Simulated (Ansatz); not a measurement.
**AlN₃H₈ (built from SMILES [H][H].[NH2][Al]([NH2])[NH2]): search for a transition state**

Is there a first-order saddle for this four-centre ligand exchange, which should form Al1–H6, N2–H5 and break Al1–N2, H5–H6, and which two structures does it connect?

Computed with Ansatz 0.2.0, Gaussian basis. Level: PBE0-D4, def2-SVP first, then def2-TZVP.

152 further runs of the same task are left out: 152 set aside as unsound or not needed.

## (1) The system as given

The guess: 12 atoms, charge 0, spin multiplicity 1.

Atoms are counted from 1 here; the program's logs count them from 0.

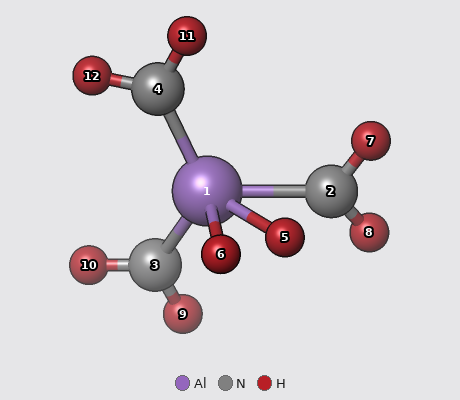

The starting geometry (aluminium purple, nitrogen grey, hydrogen red); atoms are numbered from 1 in the order of the file.

Geometry (Å):

```xyz
12
charge 0, multiplicity 1
Al   -0.0255   -0.1711   -0.1060
N     0.2229    1.4021    0.8630
N    -1.1695   -0.0492   -1.4671
N     0.2299   -1.6755    0.8148
H     1.2752    0.9713   -0.0874
H     1.5627    0.2185   -0.8031
H     0.5403    1.4568    1.8233
H    -0.1826    2.3014    0.6335
H    -1.5751    0.7786   -1.8792
H    -1.5061   -0.8461   -1.9882
H     0.6510   -1.7962    1.7252
H    -0.0230   -2.5906    0.4712
```

Distances that are to change: Al1–H6 1.78 Å, N2–H5 1.48 Å, Al1–N2 1.86 Å, H5–H6 1.08 Å.

## (2) Constrained relaxation of the guess

hold/in.yaml reads:

```yaml
crystal:
  periodic: [false, false, false]
  atoms:
    - {symbol: Al, position_ang: [-0.025500, -0.171100, -0.106000]}
    - {symbol: N, position_ang: [0.222900, 1.402100, 0.863000]}
    - {symbol: N, position_ang: [-1.169500, -0.049200, -1.467100]}
    - {symbol: N, position_ang: [0.229900, -1.675500, 0.814800]}
    - {symbol: H, position_ang: [1.275200, 0.971300, -0.087400]}
    - {symbol: H, position_ang: [1.562700, 0.218500, -0.803100]}
    - {symbol: H, position_ang: [0.540300, 1.456800, 1.823300]}
    - {symbol: H, position_ang: [-0.182600, 2.301400, 0.633500]}
    - {symbol: H, position_ang: [-1.575100, 0.778600, -1.879200]}
    - {symbol: H, position_ang: [-1.506100, -0.846100, -1.988200]}
    - {symbol: H, position_ang: [0.651000, -1.796200, 1.725200]}
    - {symbol: H, position_ang: [-0.023000, -2.590600, 0.471200]}
basis:
  gaussian: {orbitals: def2-SVP}
hamiltonian: {xc: pbe0, dispersion: d4}
relax: {f_tol: 0.04, max_steps: 150, escape_saddle: false, constraints: [{distance: [0, 5]}, {distance: [1, 4]}, {distance: [0, 1]}, {distance: [4, 5]}]}
```

The run is started by

```bash
ansatz run in.yaml --threads 4 --pin off --events-out ev --progress --plain --max-ram 9574MiB
```

Log, cut to the lines that bear on the results:

```text
Functional definition: PBE0
  name "PBE0"
  cite "Adamo & Barone, J. Chem. Phys. 110, 6158 (1999) doi:10.1063/1.478522"
  cite "Perdew, Burke & Ernzerhof, Phys. Rev. Lett. 77, 3865 (1996) doi:10.1103/PhysRevLett.77.3865"
  parent pbe
[...]
1083 factors; integrals over basis functions are off by at most 3.9e-4 eV
[...]
mean field -11184.50962736 eV, -411.0231476726 hartree, gradient 9.6e-6 eV, S^2 0.000000; 0 other end points of the search recorded, 0 dependent functions left out
[...]
reference -11184.50965926 eV, -411.0231488450 hartree; 21, 21 occupied and 79, 79 virtual orbitals, 1083 factors
relax step   1: F+E_penalty+E_count = -11184.68196340 eV  Δ(F+E_penalty+E_count) = +0.000e0 eV  max|allowed force component| = 5.428e-1 eV/Å  Δτ_max = 0.0000 Å  (24 SCF iters, accepted)
[...]
relax step   4: F+E_penalty+E_count = -11184.75343101 eV  Δ(F+E_penalty+E_count) = -8.071e-3 eV  max|allowed force component| = 5.707e-2 eV/Å  Δτ_max = 0.2000 Å  (28 SCF iters, accepted)
[...]
relax step   7: F+E_penalty+E_count = -11184.78976060 eV  Δ(F+E_penalty+E_count) = -1.930e-2 eV  max|allowed force component| = 1.175e-1 eV/Å  Δτ_max = 0.0967 Å  (26 SCF iters, accepted)
[...]
relax step  10: F+E_penalty+E_count = -11184.82987174 eV  Δ(F+E_penalty+E_count) = -7.029e-3 eV  max|allowed force component| = 4.039e-2 eV/Å  Δτ_max = 0.1733 Å  (27 SCF iters, accepted)
[...]
1083 factors; integrals over basis functions are off by at most 4.8e-4 eV
mean field -11184.66039574 eV, -411.0286883083 hartree, gradient 5.6e-5 eV, S^2 0.000000; 1 other end points of the search recorded, 0 dependent functions left out
[...]
reference -11184.66042758 eV, -411.0286894786 hartree; 21, 21 occupied and 79, 79 virtual orbitals, 1083 factors
Total energy: -11184.83260882 eV, -411.0350170225 hartree
Atom 0 at    -0.002554    -0.174563    -0.121460 Å, force    -0.510586    -0.607613    -0.167245 eV/Å
Atom 1 at     0.162471     1.441271     0.793675 Å, force     0.594751     0.288708    -0.005148 eV/Å
Atom 2 at    -1.179050    -0.071320    -1.458949 Å, force    -0.002246    -0.023015    -0.021458 eV/Å
Atom 3 at     0.251094    -1.677617     0.811908 Å, force     0.034810     0.001742     0.007939 eV/Å
Atom 4 at     1.372117     0.985850     0.068738 Å, force    -0.252430    -0.534006    -0.274556 eV/Å
Atom 5 at     1.680507     0.176805    -0.573082 Å, force     0.171560     0.836736     0.470496 eV/Å
Atom 6 at     0.274814     1.456325     1.805215 Å, force    -0.003869     0.004994    -0.017883 eV/Å
Atom 7 at    -0.208656     2.333571     0.477070 Å, force    -0.003452     0.005299    -0.005458 eV/Å
Atom 8 at    -1.686237     0.757250    -1.745517 Å, force     0.002921     0.004698     0.000851 eV/Å
Atom 9 at    -1.330079    -0.811961    -2.134794 Å, force     0.002102     0.020745     0.019143 eV/Å
Atom 10 at     1.153665    -2.093127     1.011525 Å, force    -0.031013     0.008433    -0.009625 eV/Å
Atom 11 at    -0.487893    -2.322484     1.065672 Å, force    -0.002549    -0.006721     0.002944 eV/Å
Dipole moment:    -0.063375     0.275383     0.144545 e Å
```

Wall time 20 s (4 threads of Arm Neoverse V1, shared host).

The steps of the relaxation: (the energy doesn't fall at every step)

| step | energy from step 1 (eV) | largest force component (eV/Å) |
| --- | --- | --- |
| 1 | 0.0000 | 0.5428 |
| 2 | -0.0553 | 0.1395 |
| 3 | -0.0634 | 0.1149 |
| 4 | -0.0715 | 0.0571 |
| 5 | -0.0885 | 0.2284 |
| 6 | -0.0666 | 0.9681 |
| 7 | -0.1078 | 0.1175 |
| 8 | -0.1241 | 0.1187 |
| 9 | -0.1409 | 0.0798 |
| 10 | -0.1479 | 0.0404 |
| 11 | -0.1465 | 0.1214 |
| 12 | -0.1492 | 0.1052 |
| 13 | -0.1501 | 0.0412 |
| 14 | -0.1486 | 0.1274 |
| 15 | -0.1506 | 0.0348 |

Close pairs (by a distance rule), those that changed most:

| bond | before (Å) | after (Å) | change (Å) |
| --- | --- | --- | --- |
| Al1–H5 | 1.731 | 1.809 | +0.078 |
| Al1–N4 | 1.782 | 1.787 | +0.005 |
| N2–H7 | 1.013 | 1.018 | +0.005 |
| N2–H8 | 1.013 | 1.017 | +0.004 |
| N3–H10 | 1.010 | 1.014 | +0.004 |
| N4–H12 | 1.010 | 1.013 | +0.003 |
| N4–H11 | 1.010 | 1.013 | +0.003 |
| N3–H9 | 1.010 | 1.013 | +0.003 |

## (3) A starting Hessian

hessian/in.yaml reads:

```yaml
crystal:
  periodic: [false, false, false]
  atoms:
    - {symbol: Al, position_ang: [-0.002554, -0.174563, -0.121460]}
    - {symbol: N, position_ang: [0.162471, 1.441271, 0.793675]}
    - {symbol: N, position_ang: [-1.179050, -0.071320, -1.458949]}
    - {symbol: N, position_ang: [0.251094, -1.677617, 0.811908]}
    - {symbol: H, position_ang: [1.372117, 0.985850, 0.068738]}
    - {symbol: H, position_ang: [1.680507, 0.176805, -0.573082]}
    - {symbol: H, position_ang: [0.274814, 1.456325, 1.805215]}
    - {symbol: H, position_ang: [-0.208656, 2.333571, 0.477070]}
    - {symbol: H, position_ang: [-1.686237, 0.757250, -1.745517]}
    - {symbol: H, position_ang: [-1.330079, -0.811961, -2.134794]}
    - {symbol: H, position_ang: [1.153665, -2.093127, 1.011525]}
    - {symbol: H, position_ang: [-0.487893, -2.322484, 1.065672]}
basis:
  gaussian: {orbitals: def2-SVP}
hamiltonian: {xc: pbe0, dispersion: d4}
phonons: {}
scf: {lower_state_search: off}
```

The run is started by

```bash
ansatz run in.yaml --threads 4 --pin off --events-out ev --progress --plain --max-ram 9574MiB
```

Log, cut to the lines that bear on the results:

```text
[... 5 set-up lines as earlier in the session ...]
[...]
1084 factors; integrals over basis functions are off by at most 4.1e-4 eV
[...]
mean field -11184.66039720 eV, -411.0286883622 hartree, gradient 2.9e-6 eV, S^2 0.000000; 0 other end points of the search recorded, 0 dependent functions left out
[...]
reference -11184.66042983 eV, -411.0286895610 hartree; 21, 21 occupied and 79, 79 virtual orbitals, 1084 factors
[... from here to the last solve, the lines of the solves are left out (71 solves) ...]
1084 factors; integrals over basis functions are off by at most 4.1e-4 eV
[...]
mean field -11184.66037224 eV, -411.0286874446 hartree, gradient 2.1e-6 eV, S^2 0.000000; 0 other end points of the search recorded, 0 dependent functions left out
[...]
WARN: phonons: modes at or below zero, which the zero-point energy, F, S and C_V leave out: 1, the lowest at -1324.21 cm⁻¹. A minimum has none, and a first-order saddle one
[...]
Atom 5 at     1.680507     0.176805    -0.573082 Å, force     0.171534     0.836673     0.470556 eV/Å
Atom 6 at     0.274814     1.456325     1.805215 Å, force    -0.003912     0.005016    -0.017872 eV/Å
Atom 7 at    -0.208656     2.333571     0.477070 Å, force    -0.003468     0.005300    -0.005481 eV/Å
Atom 8 at    -1.686237     0.757250    -1.745517 Å, force     0.002915     0.004713     0.000830 eV/Å
Atom 9 at    -1.330079    -0.811961    -2.134794 Å, force     0.002075     0.020712     0.019090 eV/Å
Atom 10 at     1.153665    -2.093127     1.011525 Å, force    -0.031047     0.008420    -0.009632 eV/Å
Atom 11 at    -0.487893    -2.322484     1.065672 Å, force    -0.002526    -0.006710     0.002951 eV/Å
Dipole moment:    -0.063378     0.275380     0.144547 e Å
Vibrations: -1324.21 170.20 188.85 212.59 271.84 285.75 312.77 320.99 358.81 542.78 576.86 595.88 652.42 670.67 699.70 801.96 880.22 999.15 1491.60 1511.17 1523.06 1529.91 1579.97 1874.65 3567.34 3618.22 3619.32 3671.70 3710.76 3713.03 cm⁻¹, zero-point energy 2.476720 eV
Checks for a lower state left out: stability, starts, cluster_reference, orbital_swaps, neighbouring_geometries, increment
```

Run time: 60 s. Hardware: 4 threads of Arm Neoverse V1, shared host.

The structure is not stationary yet, so these wavenumbers are no spectrum; the search needs only the force constants.

## (4) Saddle search in the small basis

A small driver takes partitioned rational-function steps: uphill along one mode, downhill along the rest. It calls the program once a step for energy and forces and updates the Hessian by Bofill's formula. It stops when the largest force is under 0.04 eV/Å and the followed curvature is negative. The first step's input:

presaddle/in.yaml reads:

```yaml
crystal:
  periodic: [false, false, false]
  atoms:
    - {symbol: Al, position_ang: [-0.002554, -0.174563, -0.121460]}
    - {symbol: N, position_ang: [0.162471, 1.441271, 0.793675]}
    - {symbol: N, position_ang: [-1.179050, -0.071320, -1.458949]}
    - {symbol: N, position_ang: [0.251094, -1.677617, 0.811908]}
    - {symbol: H, position_ang: [1.372117, 0.985850, 0.068738]}
    - {symbol: H, position_ang: [1.680507, 0.176805, -0.573082]}
    - {symbol: H, position_ang: [0.274814, 1.456325, 1.805215]}
    - {symbol: H, position_ang: [-0.208656, 2.333571, 0.477070]}
    - {symbol: H, position_ang: [-1.686237, 0.757250, -1.745517]}
    - {symbol: H, position_ang: [-1.330079, -0.811961, -2.134794]}
    - {symbol: H, position_ang: [1.153665, -2.093127, 1.011525]}
    - {symbol: H, position_ang: [-0.487893, -2.322484, 1.065672]}
basis:
  gaussian: {orbitals: def2-SVP}
hamiltonian: {xc: pbe0, dispersion: d4}
output: {forces: true}
scf: {lower_state_search: off}
```

The run is started by

```bash
ansatz run in.yaml --threads 4 --pin off --events-out ev --progress --plain --max-ram 9574MiB
```

Step by step:

| step | energy (eV) | largest force (eV/Å) | followed curvature (eV/Å²) |
| --- | --- | --- | --- |
| 1 | -11184.83261 | 0.8367 | -10.37 |
| 2 | -11184.92179 | 0.1472 | -10.44 |
| 3 | -11184.92418 | 0.0547 | -10.45 |
| 4 | -11184.92462 | 0.0225 | -10.44 |

The 4 steps took 3.4 s in all (4 threads of Arm Neoverse V1, shared host).

## (5) Saddle search in triple zeta

The search itself is an outer loop (partitioned rational-function steps, Bofill update of the Hessian). Each step is one single-point run with forces. It stops when the largest force is under 0.018 eV/Å and the followed curvature is negative. The first step's input:

saddle/in.yaml reads:

```yaml
crystal:
  periodic: [false, false, false]
  atoms:
    - {symbol: Al, position_ang: [-0.022988, -0.204350, -0.126360]}
    - {symbol: N, position_ang: [0.209246, 1.455403, 0.780058]}
    - {symbol: N, position_ang: [-1.202013, -0.086985, -1.456580]}
    - {symbol: N, position_ang: [0.237964, -1.706081, 0.799483]}
    - {symbol: H, position_ang: [1.336057, 0.994982, 0.083949]}
    - {symbol: H, position_ang: [1.720782, 0.271616, -0.511798]}
    - {symbol: H, position_ang: [0.300488, 1.474381, 1.793589]}
    - {symbol: H, position_ang: [-0.189521, 2.334800, 0.458838]}
    - {symbol: H, position_ang: [-1.670998, 0.758151, -1.760542]}
    - {symbol: H, position_ang: [-1.371730, -0.829171, -2.125497]}
    - {symbol: H, position_ang: [1.144944, -2.100397, 1.016102]}
    - {symbol: H, position_ang: [-0.492028, -2.362351, 1.048758]}
basis:
  gaussian: {orbitals: def2-TZVP}
hamiltonian: {xc: pbe0, dispersion: d4}
output: {forces: true}
scf: {lower_state_search: off}
```

The run is started by

```bash
ansatz run in.yaml --threads 4 --pin off --events-out ev --progress --plain --max-ram 9574MiB
```

Step by step:

| step | energy (eV) | largest force (eV/Å) | followed curvature (eV/Å²) |
| --- | --- | --- | --- |
| 1 | -11192.80067 | 0.2896 | -10.44 |
| 2 | -11192.81099 | 0.2161 | -10.42 |
| 3 | -11192.81190 | 0.1105 | -10.42 |
| 4 | -11192.80558 | 0.6369 | -10.42 |
| 5 | -11192.80378 | 0.6260 | -10.42 |
| 6 | -11192.80871 | 0.1565 | -10.42 |
| 7 | -11192.81122 | 0.2707 | -10.42 |
| 8 | -11192.81183 | 0.1862 | -10.42 |
| 9 | -11192.81250 | 0.0881 | -10.42 |
| 10 | -11192.81246 | 0.1246 | -10.42 |
| 11 | -11192.81265 | 0.0256 | -10.42 |
| 12 | -11192.81279 | 0.0097 | -10.43 |

The 12 steps took 21 s in all (4 threads of Arm Neoverse V1, shared host).

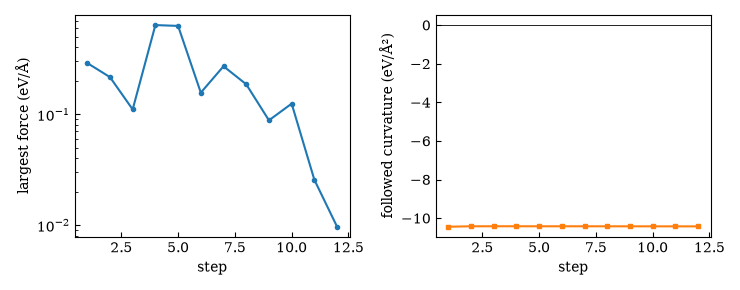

Largest force and followed curvature during the search.

The point found:

| atom | x (Å) | y (Å) | z (Å) |
| --- | --- | --- | --- |
| Al1 | -0.0062 | -0.2029 | -0.1288 |
| N2 | 0.2221 | 1.4498 | 0.7779 |
| N3 | -1.2006 | -0.0943 | -1.4382 |
| N4 | 0.2263 | -1.7079 | 0.7857 |
| H5 | 1.3193 | 1.0175 | 0.0746 |
| H6 | 1.7115 | 0.2951 | -0.5331 |
| H7 | 0.3337 | 1.4639 | 1.7829 |
| H8 | -0.1943 | 2.3173 | 0.4683 |
| H9 | -1.6359 | 0.7533 | -1.7612 |
| H10 | -1.3958 | -0.8430 | -2.0820 |
| H11 | 1.1136 | -2.0553 | 1.1081 |
| H12 | -0.4934 | -2.3934 | 0.9456 |

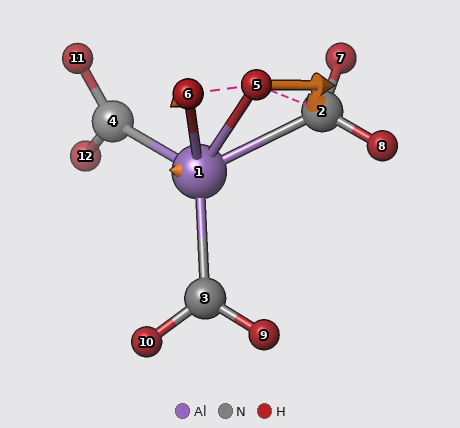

The point found; broken lines mark the pairs that react, arrows the followed mode.

## (6) Checking the order of the point

vib/in.yaml reads:

```yaml
crystal:
  periodic: [false, false, false]
  atoms:
    - {symbol: Al, position_ang: [-0.006224, -0.202862, -0.128760]}
    - {symbol: N, position_ang: [0.222087, 1.449764, 0.777946]}
    - {symbol: N, position_ang: [-1.200573, -0.094311, -1.438151]}
    - {symbol: N, position_ang: [0.226287, -1.707938, 0.785706]}
    - {symbol: H, position_ang: [1.319312, 1.017507, 0.074594]}
    - {symbol: H, position_ang: [1.711523, 0.295053, -0.533052]}
    - {symbol: H, position_ang: [0.333668, 1.463876, 1.782863]}
    - {symbol: H, position_ang: [-0.194306, 2.317345, 0.468338]}
    - {symbol: H, position_ang: [-1.635946, 0.753298, -1.761175]}
    - {symbol: H, position_ang: [-1.395832, -0.843038, -2.082009]}
    - {symbol: H, position_ang: [1.113578, -2.055324, 1.108058]}
    - {symbol: H, position_ang: [-0.493376, -2.393370, 0.945642]}
basis:
  gaussian: {orbitals: def2-TZVP}
hamiltonian: {xc: pbe0, dispersion: d4}
phonons: {temperatures: {t_min: 298.15, t_max: 900, t_step: 200}}
```

The run is started by

```bash
ansatz run in.yaml --threads 4 --pin off --events-out ev --progress --plain --max-ram 9574MiB
```

Log, cut to the lines that bear on the results:

```text
[... 5 set-up lines as earlier in the session ...]
[...]
1096 factors; their error is unknown
[...]
mean field -11192.64049984 eV, -411.3219517249 hartree, gradient 5.6e-5 eV, S^2 0.000000; 0 other end points of the search recorded, 0 dependent functions left out
[...]
reference -11192.64053399 eV, -411.3219529800 hartree; 21, 21 occupied and 157, 157 virtual orbitals, 1096 factors
[... from here to the last solve, the lines of the solves are left out (71 solves) ...]
1096 factors; their error is unknown
mean field -11192.64049586 eV, -411.3219515786 hartree, gradient 2.0e-6 eV, S^2 0.000000; 0 other end points of the search recorded, 0 dependent functions left out
[...]
WARN: phonons: modes at or below zero, which the zero-point energy, F, S and C_V leave out: 1, the lowest at -1247.26 cm⁻¹. A minimum has none, and a first-order saddle one
[...]
Atom 4 at     1.319312     1.017507     0.074594 Å, force     0.001375    -0.000900    -0.000226 eV/Å
Atom 5 at     1.711523     0.295053    -0.533052 Å, force    -0.000465     0.000313    -0.000687 eV/Å
Atom 6 at     0.333668     1.463876     1.782863 Å, force     0.000493    -0.000205     0.002780 eV/Å
Atom 7 at    -0.194306     2.317345     0.468338 Å, force    -0.002713     0.005710    -0.002776 eV/Å
Atom 8 at    -1.635946     0.753298    -1.761175 Å, force    -0.001054     0.001525    -0.000378 eV/Å
Atom 9 at    -1.395832    -0.843038    -2.082009 Å, force    -0.000167    -0.000461    -0.001012 eV/Å
Atom 10 at     1.113578    -2.055324     1.108058 Å, force    -0.002282     0.000372     0.001305 eV/Å
Atom 11 at    -0.493376    -2.393370     0.945642 Å, force     0.009669     0.006702    -0.003257 eV/Å
Dipole moment:    -0.093415     0.258948     0.154064 e Å
Vibrations: -1247.26 154.27 182.57 219.67 255.10 280.80 292.03 302.77 337.02 491.51 579.75 612.81 645.43 674.96 700.74 777.47 880.10 921.80 1481.29 1534.51 1564.26 1571.16 1729.65 1836.06 3552.87 3615.33 3615.83 3655.36 3703.29 3706.15 cm⁻¹, zero-point energy 2.471907 eV
```

Run time: 1.9 min. Hardware: 4 threads of Arm Neoverse V1, shared host.

The modes, with what each moves most:

| mode | wavenumber (cm⁻¹) | character |
| --- | --- | --- |
| 1 | 1247i | changes N2–H5, H5–H6 |
| 2 | 154 | bend |
| 3 | 183 | bend |
| 4 | 220 | torsion |
| 5 | 255 | torsion |
| 6 | 281 | torsion |
| 7 | 292 | torsion |
| 8 | 303 | torsion |
| 9 | 337 | torsion |
| 10 | 492 | bend with torsion |
| 11 | 580 | bend with Al–N stretch |
| 12 | 613 | torsion |
| 13 | 645 | bend with Al–N stretch |
| 14 | 675 | bend |
| 15 | 701 | bend |
| 16 | 777 | Al–N stretch |
| 17 | 880 | Al–N stretch |
| 18 | 922 | Al–H stretch with torsion |
| 19 | 1481 | bend |
| 20 | 1535 | bend |
| 21 | 1564 | bend |
| 22 | 1571 | bend |
| 23 | 1730 | bend with Al–H stretch |
| 24 | 1836 | Al–H stretch |
| 25 | 3553 | N–H stretch |
| 26 | 3615 | N–H stretch |
| 27 | 3616 | N–H stretch |
| 28 | 3655 | N–H stretch |
| 29 | 3703 | N–H stretch |
| 30 | 3706 | N–H stretch |

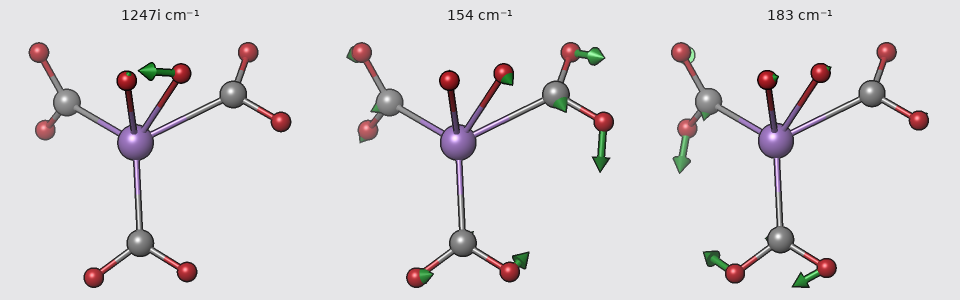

Displacements of 3 modes, as arrows.

Vibrational sums (real modes only):

| T (K) | entropy (J/mol/K) | heat capacity (J/mol/K) |
| --- | --- | --- |
| 298 | 72.6 | 92.0 |
| 498 | 129.1 | 127.9 |
| 698 | 176.2 | 150.7 |
| 898 | 216.2 | 167.2 |

(Part 1 of 2 ends here.)
